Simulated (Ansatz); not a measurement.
# (BaO)2(AgCl)2 [001] superlattice, started as rocksalt type: the cell at rest

Task: relax (BaO)2(AgCl)2 [001] superlattice, started as rocksalt type tightly.

Main program and level: Ansatz 0.2.0; DFT PBE, scalar-relativistic, plane waves, PAW.

The structure was built from a prototype and need not be the compound's stable phase.

## 1. Starting point

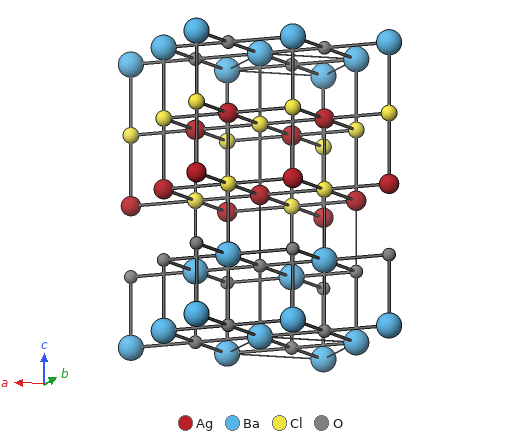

Start, viewed from a free direction; silver red, barium blue, chlorine yellow, oxygen grey. 2×2×1 cells are drawn. Some periodic images of atoms are drawn too.

As a file:

```cif
data_structure
_symmetry_space_group_name_H-M 'P4/nmm:1'
_symmetry_Int_Tables_number 129
_cell_length_a 3.9209
_cell_length_b 3.9209
_cell_length_c 11.0900
_cell_angle_alpha 90.000
_cell_angle_beta 90.000
_cell_angle_gamma 90.000
_cell_volume 170.49
loop_
_atom_site_label
_atom_site_type_symbol
_atom_site_symmetry_multiplicity
_atom_site_Wyckoff_symbol
_atom_site_fract_x
_atom_site_fract_y
_atom_site_fract_z
_atom_site_occupancy
Ag1 Ag 2 c 0.50000 0.00000 0.37500 1
Ba1 Ba 2 c 0.50000 0.00000 0.87500 1
Cl1 Cl 2 c 0.00000 0.50000 0.37500 1
O1 O 2 c 0.00000 0.50000 0.87500 1
```

## 2. A coarse first look

A quick single point on a coarse mesh tells whether the cell has a gap and how far it is from rest, which sets the k mesh and smearing that follow.

Contents of input.yaml:

```yaml
crystal:
  lattice:
    - [2.7725, 2.7725, 0.0]
    - [-2.7725, 2.7725, 0.0]
    - [0.0, 0.0, 11.09]
  atoms:
    - { symbol: Ag, position: [0.0, 0.0, 0.5] }
    - { symbol: Ag, position: [0.5, 0.5, 0.75] }
    - { symbol: Ba, position: [0.0, 0.0, 0.0] }
    - { symbol: Ba, position: [0.5, 0.5, 0.25] }
    - { symbol: Cl, position: [0.5, 0.5, 0.5] }
    - { symbol: Cl, position: [0.0, 0.0, 0.75] }
    - { symbol: O, position: [0.5, 0.5, 0.0] }
    - { symbol: O, position: [0.0, 0.0, 0.25] }
kpoints:
  mp_grid: { grid: [6, 6, 2] }
hamiltonian:
  xc: pbe
scf:
  occupations: { method: gaussian, width: 0.1 }
output:
  forces: true
  stress: true
  eigenvalues: true
```

The run is started by

```console
$ ansatz run input.yaml --threads 4 --pin off --max-ram 14336MiB --backend cpu --events-out ev --progress --plain --runs-dir out
```

Numbers of over 12 decimals in the logs are rounded to 6 here.

The log of the run:

```text
Engine: ansatz 0.2.0, aarch64-unknown-linux-gnu
Pseudopotentials: kind: paw
Pseudopotential: Ag, paw, valence charge 19, recommended cutoff 420 eV (normal), Ag.paw.azcp
Pseudopotential: Ba, paw, valence charge 10, recommended cutoff 420 eV (normal), Ba.paw.azcp
Pseudopotential: Cl, paw, valence charge 7, recommended cutoff 420 eV (normal), Cl.paw.azcp
[...]
k-point 0: bands = [... 38 lower, 8.4096, 8.4096, 8.5050, 8.5050, 9.6392, 10.4730, 11.3740, 12.6570, ... 4 higher]
  k-point 1: bands = [... 38 lower, 8.4097, 8.4097, 8.5077, 8.5077, 10.1117, 10.6063, 11.3737, 12.6567, ... 4 higher]
  k-point 2: bands = [... 38 lower, 8.0036, 8.1335, 8.1418, 8.2344, 10.2041, 10.9548, 11.9634, 13.1441, ... 4 higher]
  k-point 19: bands = [... 38 lower, 8.6270, 8.6270, 8.6955, 8.6955, 11.1210, 11.1210, 11.9431, 11.9431, ... 4 higher]
[key lines of the parts left out:]
SCF converged after 8 iterations
Free energy (F): -30380.309318 eV
Fermi energy:    9.173693 eV
P = ⅓ Tr σ = 2.5467 GPa (25.467 kbar)
```

The job ended after 2.9 s (4 threads of Arm Neoverse V2, shared host; peak memory 0.59 GiB; 11 s of CPU time).

This step gave:

```yaml
pressure: 2.547 GPa
gap_on_the_k_mesh: 0.9437 eV
volume_per_atom: 21.31 Å³
direct_gap_on_mesh: 1.134 eV
```

The coarse mesh shows a gap of 0.94 eV and a pressure of 2.5 GPa.

## 3. Coarse relaxation

The start is far from rest, so a relaxation with loose tolerances brings it close first.

input.yaml, as its differences from that of step 2:

```diff
@@ -24 +24,6 @@
   eigenvalues: true
+relax:
+  adjacent_minimum: "off"
+  f_tol: 0.05
+  max_steps: 80
+  cell: { stress_tol: 0.5 }
```

The log of the run:

```text
[...]
Crystal: 8 atoms, lattice volume = 170.492 Å³
Basis set: ecut = 420 eV, 3341 PW (Γ), exchange–correlation on 54×54×150 points (8 copies of the dense FFT grid, shifted against one another)
Bands: 51, of which v1, the nominal top of the filled ones, is band 42 counted from 1 (41 counted from 0)
Symmetry: 16 space group operations
[...]
k-points: 20 of 72
[...]
- [-2.776582, 2.776582, 0.0]
    - [0.0, 0.0, 11.232531]
  atoms:
    - { symbol: Ag, position: [0, 0, 0.453770] }
    - { symbol: Ag, position: [0.5, 0.5, 0.796230] }
    - { symbol: Ba, position: [0, 0, 7.924083375516734e-5] }
    - { symbol: Ba, position: [0.5, 0.5, 0.249921] }
    - { symbol: Cl, position: [0.5, 0.5, 0.519043] }
    - { symbol: Cl, position: [0, 0, 0.730957] }
    - { symbol: O, position: [0.5, 0.5, 0.00932196] }
    - { symbol: O, position: [0, 0, 0.240678] }
[key lines of the parts left out:]
SCF converged after 5 iterations
Free energy (F): -30381.118073 eV
Fermi energy:    8.687244 eV
P = ⅓ Tr σ = -0.1057 GPa (-1.057 kbar)
```

Run time: 21 s. Hardware: 4 threads; peak memory 0.61 GiB.

Relaxation path:

```
step  energy less that of the first step (eV)  largest force component (eV/Å)  pressure (GPa)  volume (Å³)
   1                                   0.0000                          1.6972            2.55       170.49
   2                                  -0.4395                          0.8510           -0.25       175.51
   3                                  -0.5983                          0.4358           -0.94       174.61
   4                                  -0.7446                          0.2545            0.26       171.29
   5                                  -0.7999                          0.1938            0.59       170.97
   6                                  -0.8059                          0.0360           -0.13       173.19
  7*                                  -0.8088                          0.0359           -0.11       173.19
```

Relaxation steps marked * repeat the geometry before them on a plane-wave basis chosen anew for their cell, so energy and pressure can jump there.

The run keeps the 16 symmetry operations that it works with, so distortions that break them were not tested.

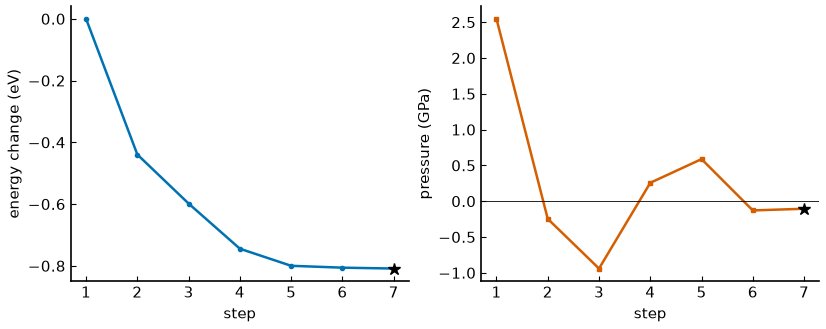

Energy and pressure along the relaxation. Stars mark steps on a basis chosen anew.

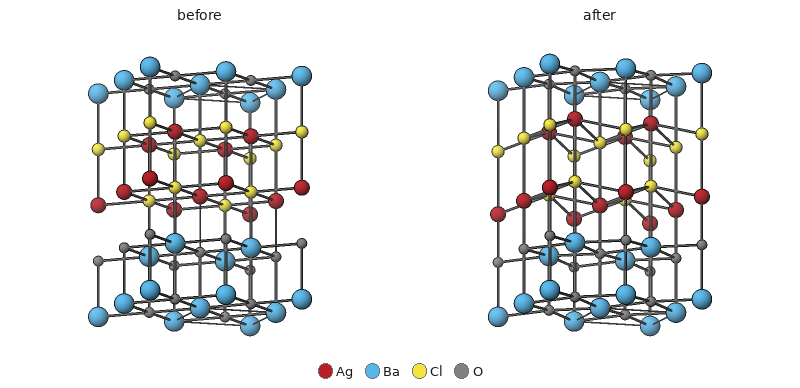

The structure before and after the relaxation, drawn at the same scale.

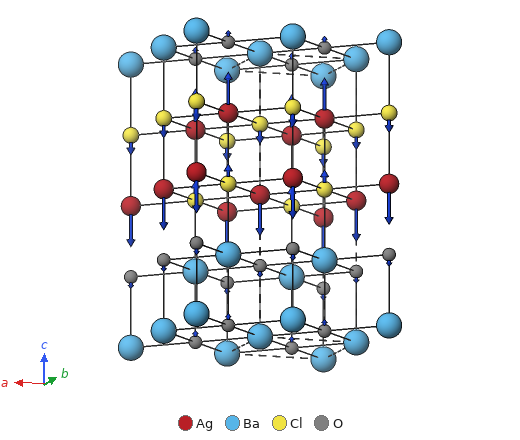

Displacements in the relaxation, exaggerated, measured against the changing cell; the longest in the cell stands for 0.52 Å. 2×2×1 cells are drawn. Some periodic images of atoms are drawn too.

```
conventional cell, symmetrised  before   after  change
                         a (Å)   3.921   3.927  +0.1 %
                         b (Å)   3.921   3.927  +0.1 %
                         c (Å)  11.090  11.233  +1.3 %
              volume (Å³/atom)   21.31   21.65  +1.6 %
```

The atoms that moved most (Å, as changes of fractional coordinates times the final cell):

```
atom     dx     dy      dz  length
 Ag1  0.000  0.000  -0.519   0.519
 Ag2  0.000  0.000   0.519   0.519
 Cl5  0.000  0.000   0.214   0.214
 Cl6  0.000  0.000  -0.214   0.214
  O8  0.000  0.000  -0.105   0.105
  O7  0.000  0.000   0.105   0.105
```

Numbers from this step:

```
pressure           : -0.1057 GPa
gap on the k-mesh  : 1.732 eV
volume per atom    : 21.65 Å³
direct gap on mesh : 2.017 eV
```

In this step the volume went from 21.31 to 21.65 Å³/atom.

## 4. Relaxation

The cell and atoms are relaxed, since residual forces and stress would shift the frequencies.

Contents of input.yaml:

```yaml
crystal:
  lattice:
    - [2.7765817043, 2.7765817043, 0.0]
    - [-2.7765817043, 2.7765817043, 0.0]
    - [0.0, 0.0, 11.2325305616]
  atoms:
    - { symbol: Ag, position: [0.0, 0.0, 0.45376993] }
    - { symbol: Ag, position: [0.5, 0.5, 0.79623007] }
    - { symbol: Ba, position: [0.0, 0.0, 7.92408e-05] }
    - { symbol: Ba, position: [0.5, 0.5, 0.2499207592] }
    - { symbol: Cl, position: [0.5, 0.5, 0.5190430939] }
    - { symbol: Cl, position: [0.0, 0.0, 0.7309569061] }
    - { symbol: O, position: [0.5, 0.5, 0.0093219562] }
    - { symbol: O, position: [0.0, 0.0, 0.2406780438] }
kpoints:
  mp_grid: { grid: [6, 6, 2] }
hamiltonian:
  xc: pbe
scf:
  occupations: { method: gaussian, width: 0.02 }
output:
  forces: true
  stress: true
  eigenvalues: true
  write_density: true
  write_potential: true
  elf: true
  volumetric_format: npy
relax:
  adjacent_minimum: "off"
  f_tol: 0.005
  max_steps: 80
  cell: { stress_tol: 0.05 }
```

The log of the run:

```text
[...]
Crystal: 8 atoms, lattice volume = 173.192 Å³
Basis set: ecut = 420 eV, 3397 PW (Γ), exchange–correlation on 54×54×160 points (8 copies of the dense FFT grid, shifted against one another)
Bands: 51, of which v1, the nominal top of the filled ones, is band 42 counted from 1 (41 counted from 0)
Symmetry: 16 space group operations
[...]
k-points: 20 of 72
[...]
SCF iter   1: F=—  HF=-30381.119343 eV  |F-HF|=—  |Δ(HF+E_count)|=         —  Δρ=1.44e-3  dr2=1.24e-2  ethr=1.77e-3  ⟨swp⟩=8.9  Hψ=4516  notcnv=0  defer=3
[...]
SCF iter   8: F=-30381.118073 eV  HF=-30381.118073 eV  |F-HF|=1.72e-8  |Δ(HF+E_count)|=   1.72e-7  Δρ=2.22e-6  dr2=9.40e-9  ethr=1.19e-10  ⟨swp⟩=16.4  Hψ=7970  notcnv=0
SCF 1 converged in 8 iterations: F = -30381.118073 eV  dr2 = 9.40e-9
[...]
relax step   1: F+E_penalty+E_count = -30381.11807336 eV  Δ(F+E_penalty+E_count) = +0.000e0 eV  max|allowed force component| = 3.590e-2 eV/Å  Δτ_max = 0.0000 Å  P = -0.106 GPa  Ω = 173.192 Å³  (8 SCF iters, dr2 threshold 1.00e-7 eV, accepted)
Crystal: 8 atoms, lattice volume = 172.770 Å³
Basis set: ecut = 420 eV, 3365 PW (Γ), exchange–correlation on 54×54×160 points (8 copies of the dense FFT grid, shifted against one another)
[...]
SCF iter   6: F=-30381.119503 eV  HF=-30381.119503 eV  |F-HF|=5.14e-9  |Δ(HF+E_count)|=   1.77e-7  Δρ=6.25e-6  dr2=5.57e-8  ethr=1.38e-10  ⟨swp⟩=13.1  Hψ=8072  notcnv=0
SCF 2 converged in 6 iterations: F = -30381.119503 eV  dr2 = 5.57e-8
relax step   2: F+E_penalty+E_count = -30381.11950251 eV  Δ(F+E_penalty+E_count) = -1.429e-3 eV  max|allowed force component| = 4.349e-2 eV/Å  Δτ_max = 0.0122 Å  P = +0.036 GPa  Ω = 172.770 Å³  energy of the carried Pulay correction = +4.148e-4 eV  (6 SCF iters, dr2 threshold 1.16e-7 eV, accepted)
Crystal: 8 atoms, lattice volume = 172.710 Å³
[...]
SCF iter   6: F=-30381.120027 eV  HF=-30381.120027 eV  |F-HF|=7.34e-8  |Δ(HF+E_count)|=   5.27e-8  Δρ=7.54e-6  dr2=9.52e-8  ethr=1.41e-10  ⟨swp⟩=10.2  Hψ=8015  notcnv=0
SCF 3 converged in 6 iterations: F = -30381.120027 eV  dr2 = 9.52e-8
relax step   3: F+E_penalty+E_count = -30381.12002717 eV  Δ(F+E_penalty+E_count) = -5.247e-4 eV  max|allowed force component| = 3.202e-2 eV/Å  Δτ_max = 0.0074 Å  P = +0.066 GPa  Ω = 172.710 Å³  energy of the carried Pulay correction = +4.732e-4 eV  (6 SCF iters, dr2 threshold 1.18e-7 eV, accepted)
[...]
relax step   4: F+E_penalty+E_count = -30381.12055387 eV  Δ(F+E_penalty+E_count) = -5.267e-4 eV  max|allowed force component| = 1.874e-2 eV/Å  Δτ_max = 0.0176 Å  P = +0.041 GPa  Ω = 173.224 Å³  energy of the carried Pulay correction = -3.078e-5 eV  (7 SCF iters, dr2 threshold 6.41e-8 eV, accepted)
[...]
relax step   5: F+E_penalty+E_count = -30381.12039424 eV  Δ(F+E_penalty+E_count) = +1.596e-4 eV  max|allowed force component| = 1.781e-2 eV/Å  Δτ_max = 0.0187 Å  P = -0.067 GPa  Ω = 173.881 Å³  energy of the carried Pulay correction = -6.735e-4 eV  (7 SCF iters, dr2 threshold 4.26e-8 eV, accepted)
[...]
relax step   6: F+E_penalty+E_count = -30381.12049013 eV  Δ(F+E_penalty+E_count) = -9.589e-5 eV  max|allowed force component| = 5.924e-3 eV/Å  Δτ_max = 0.0139 Å  P = -0.030 GPa  Ω = 174.077 Å³  energy of the carried Pulay correction = -8.650e-4 eV  (7 SCF iters, dr2 threshold 1.98e-8 eV, accepted)
[...]
relax step   7: F+E_penalty+E_count = -30381.12062986 eV  Δ(F+E_penalty+E_count) = -1.397e-4 eV  max|allowed force component| = 3.721e-3 eV/Å  Δτ_max = 0.0063 Å  P = +0.033 GPa  Ω = 173.959 Å³  energy of the carried Pulay correction = -7.493e-4 eV  (7 SCF iters, dr2 threshold 2.19e-9 eV, accepted)
[...]
relax step   8: F+E_penalty+E_count = -30381.12153001 eV  Δ(F+E_penalty+E_count) = -9.001e-4 eV  max|allowed force component| = 3.709e-3 eV/Å  Δτ_max = 0.0000 Å  P = +0.040 GPa  Ω = 173.959 Å³  stress off target by 6.49e-2 GPa  SCF on the basis re-selected at this cell (its energy is not comparable with the rows above)  (7 SCF iters)
[...]
relax step   9: F+E_penalty+E_count = -30381.12134839 eV  Δ(F+E_penalty+E_count) = +1.816e-4 eV  max|allowed force component| = 1.090e-3 eV/Å  Δτ_max = 0.0067 Å  P = +0.008 GPa  Ω = 174.238 Å³  energy of the carried Pulay correction = -2.474e-4 eV  (7 SCF iters, dr2 threshold 1.05e-8 eV, accepted)
[...]
SCF iter   5: F=-30381.121632 eV  HF=-30381.121632 eV  |F-HF|=2.55e-11  |Δ(HF+E_count)|=  1.49e-10  Δρ=1.65e-7  dr2=6.43e-11  ethr=1.00e-12  ⟨swp⟩=8.3  Hψ=5516  notcnv=0
SCF 10 converged in 5 iterations: F = -30381.121632 eV  dr2 = 6.43e-11
relax step  10: F+E_penalty+E_count = -30381.12163230 eV  Δ(F+E_penalty+E_count) = -2.839e-4 eV  max|allowed force component| = 1.063e-3 eV/Å  Δτ_max = 0.0000 Å  P = +0.009 GPa  Ω = 174.238 Å³  stress off target by 1.14e-2 GPa  SCF on the basis re-selected at this cell (its energy is not comparable with the rows above)  (5 SCF iters)
[...]
SCF converged after 5 iterations
Free energy (F): -30381.121632 eV
[...]
Internal energy: -30381.121632 eV  (E = F + TS)
E sigma→0 (E₀):  -30381.121632 eV
Fermi energy:    8.536478 eV
[...]
--- Forces (eV/Å), atoms counted from 1 ---
  atom   1  Ag     0.00000000     0.00000000    -0.00067835
  atom   2  Ag     0.00000000     0.00000000     0.00067835
  atom   3  Ba     0.00000000     0.00000000     0.00045519
  atom   4  Ba     0.00000000     0.00000000    -0.00045519
  atom   5  Cl     0.00000000     0.00000000     0.00000955
  atom   6  Cl     0.00000000     0.00000000    -0.00000955
  atom   7  O      0.00000000     0.00000000    -0.00106310
  atom   8  O      0.00000000     0.00000000     0.00106310
  max |Σ_I F_I| component: 2.52e-29 eV/Å
--- Stress (GPa, compression-positive) ---
        0.007375       0.000000       0.000000
        0.000000       0.007375       0.000000
        0.000000       0.000000       0.011354
  P = ⅓ Tr σ = 0.0087 GPa (0.087 kbar)
--- Band table (eV; the first three rows and the last of 20) ---
  k-point 0: bands = [... 38 lower, 7.4290, 7.4290, 7.4536, 7.4536, 9.4182, 10.5068, 10.5664, 11.7792, ... 5 higher]
  k-point 1: bands = [... 38 lower, 7.4345, 7.4345, 7.4508, 7.4508, 9.9410, 10.3448, 10.5665, 11.7793, ... 5 higher]
  k-point 2: bands = [... 38 lower, 7.2132, 7.2396, 7.3145, 7.4352, 10.0552, 10.9341, 11.1602, 12.2618, ... 5 higher]
  k-point 19: bands = [... 38 lower, 7.5803, 7.5803, 7.6546, 7.6546, 11.0858, 11.0858, 11.2698, 11.2698, ... 5 higher]
--- Relaxed structure (8 steps of the walk, 8 accepted, 2 SCFs on fresh bases) ---
[...]
cell:  # Å, volume = 174.2376 Å³
    - [2.759343, 2.759343, 0.0]
    - [-2.759343, 2.759343, 0.0]
    - [0.0, 0.0, 11.441956]
  atoms:
    - { symbol: Ag, position: [0, 0, 0.448900] }
    - { symbol: Ag, position: [0.5, 0.5, 0.801100] }
    - { symbol: Ba, position: [0, 0, 0.00125915] }
    - { symbol: Ba, position: [0.5, 0.5, 0.248741] }
    - { symbol: Cl, position: [0.5, 0.5, 0.513986] }
    - { symbol: Cl, position: [0, 0, 0.736014] }
    - { symbol: O, position: [0.5, 0.5, 0.010313] }
    - { symbol: O, position: [0, 0, 0.239687] }
```

Elapsed: 30 s, on 4 threads; peak memory 0.63 GiB; 1.9 min of CPU time.

The steps of the relaxation:

```
step  energy less that of the first step (eV)  largest force component (eV/Å)  pressure (GPa)  volume (Å³)
   1                                   0.0000                          0.0359           -0.11       173.19
   2                                  -0.0014                          0.0435            0.04       172.77
   3                                  -0.0020                          0.0320            0.07       172.71
   4                                  -0.0025                          0.0187            0.04       173.22
   5                                  -0.0023                          0.0178           -0.07       173.88
   6                                  -0.0024                          0.0059           -0.03       174.08
   7                                  -0.0026                          0.0037            0.03       173.96
  8*                                  -0.0035                          0.0037            0.04       173.96
   9                                  -0.0033                          0.0011            0.01       174.24
 10*                                  -0.0036                          0.0011            0.01       174.24
```

Relaxation steps marked * repeat the geometry before them on a plane-wave basis chosen anew for their cell, so energy and pressure can jump there.

The run keeps the 16 symmetry operations that it works with, so distortions that break them were not tested.

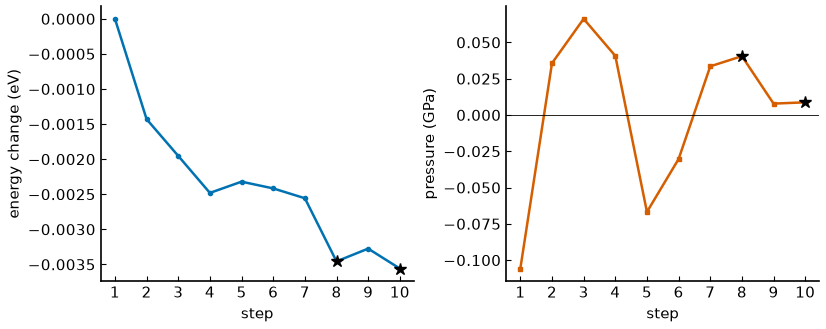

Energy and pressure along the relaxation. Stars mark steps on a basis chosen anew.

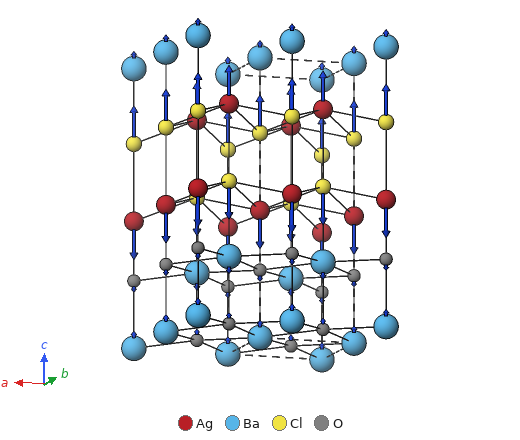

Displacements in the relaxation, exaggerated, measured against the changing cell; the longest in the cell stands for 0.06 Å. 2×2×1 cells are drawn. Some periodic images of atoms are drawn too.

```
conventional cell, symmetrised  before   after  change
                         a (Å)   3.927   3.902  -0.6 %
                         b (Å)   3.927   3.902  -0.6 %
                         c (Å)  11.233  11.442  +1.9 %
              volume (Å³/atom)   21.65   21.78  +0.6 %
```

The atoms that moved most (Å, as changes of fractional coordinates times the final cell):

```
atom     dx     dy      dz  length
 Cl5  0.000  0.000  -0.058   0.058
 Cl6  0.000  0.000   0.058   0.058
 Ag2  0.000  0.000   0.056   0.056
 Ag1  0.000  0.000  -0.056   0.056
 Ba4  0.000  0.000  -0.014   0.014
 Ba3  0.000  0.000   0.014   0.014
  O7  0.000  0.000   0.011   0.011
  O8  0.000  0.000  -0.011   0.011
```

Final coordinates:

```cif
data_structure
_symmetry_space_group_name_H-M 'P 1'
_symmetry_Int_Tables_number 1
_cell_length_a 3.9023
_cell_length_b 3.9023
_cell_length_c 11.4420
_cell_angle_alpha 90.000
_cell_angle_beta 90.000
_cell_angle_gamma 90.000
_cell_volume 174.24
loop_
_atom_site_label
_atom_site_type_symbol
_atom_site_fract_x
_atom_site_fract_y
_atom_site_fract_z
_atom_site_occupancy
Ag1 Ag 0.00000 0.00000 0.44890 1
Ag2 Ag 0.50000 0.50000 0.80110 1
Ba3 Ba 0.00000 0.00000 0.00126 1
Ba4 Ba 0.50000 0.50000 0.24874 1
Cl5 Cl 0.50000 0.50000 0.51399 1
Cl6 Cl 0.00000 0.00000 0.73601 1
O7 O 0.50000 0.50000 0.01031 1
O8 O 0.00000 0.00000 0.23969 1
```

Numbers from this step:

| Quantity | Value |
| --- | --- |
| pressure | 0.008702 GPa |
| gap on the k-mesh | 1.764 eV |
| volume per atom | 21.78 Å³ |
| direct gap on mesh | 1.965 eV |

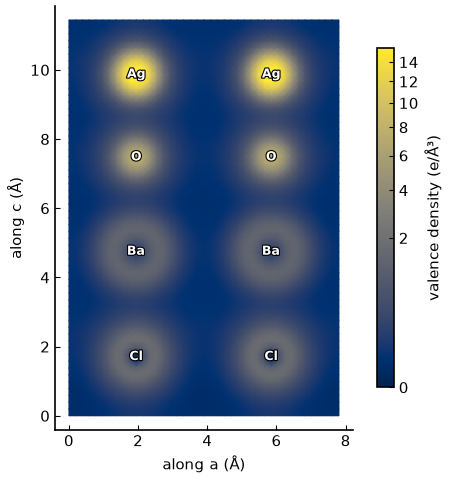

Valence density in the ac plane at fractional y = 0.000, with atoms of Ag and Ba and Cl and O within 0.2 Å of it. It is the smooth field of the valence electrons, not physical close to the nuclei. The map starts off the cell's origin, so that atoms lie inside it. The colour scale is stretched toward low values.

[end of part 1 of 2]

[Logs are printed without paths, hosts, clocks, repeated set-up lines and the standing remarks that a program may print on its own settings, such as how far it seeks lower states.]

[Hosts, paths, dates, database ids (printed as entryN), source tags and the programs' standing remarks are cut or masked in the printed files.]
